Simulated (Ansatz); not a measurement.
The calculation's input:

```
crystal:
  periodic: [false, false, false]
  atoms:
    - {symbol: Zr, position_ang: [-0.326754, 0.432205, 0.373632]}
    - {symbol: O, position_ang: [-0.803173, 0.461483, -1.550105]}
    - {symbol: O, position_ang: [-1.222339, -0.822379, 1.241781]}
    - {symbol: O, position_ang: [1.618223, 0.314583, 0.736834]}
    - {symbol: H, position_ang: [-1.405134, -0.085430, -2.074909]}
    - {symbol: H, position_ang: [2.139176, -0.300452, 1.272757]}
basis:
  gaussian: {orbitals: def2-TZVP, initial_orbitals: start.molden}
hamiltonian: {xc: pbe0, dispersion: d4}
scf: {omitted_lower_state_checks: [starts]}
output: {orbitals: {seedname: orbitals}}
```

Command:

```sh
ansatz run in.yaml --threads 4 --pin off --events-out ev --progress --plain --max-ram 3916MiB
```

Geometry: PBE-D4/def2-TZVP; core potentials replace the inner electrons of Zr.

Level of theory: RKS PBE0-D4/def2-TZVP in Ansatz.

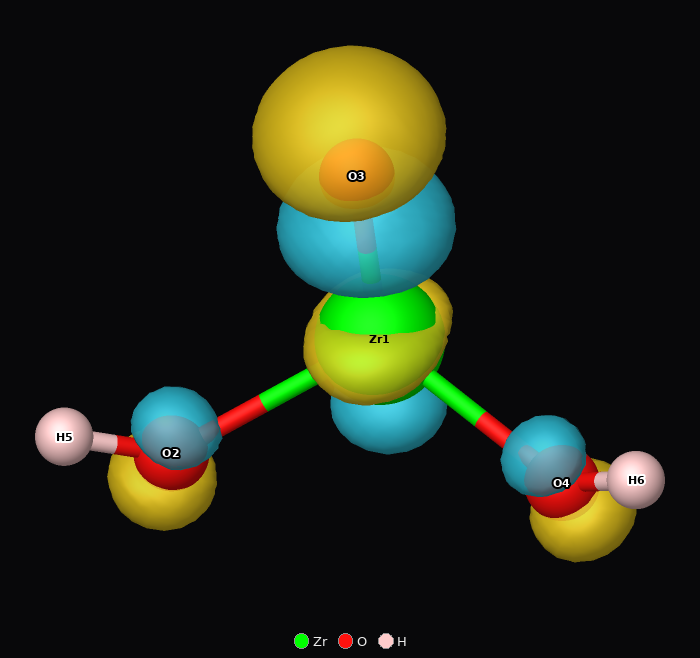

H2O3Zr. The HOMO at ±0.2 Å⁻³ᐟ² (yellow and cyan are the two phases), seen at a tilt.

**Describe this orbital and give its energy.**

Its weight (Hirshfeld) is mainly on O3 (about 65 %), Zr1 (about 20 %), O2 (about 10 %) and O4 (about 10 %). Its energy is −8.16 eV.
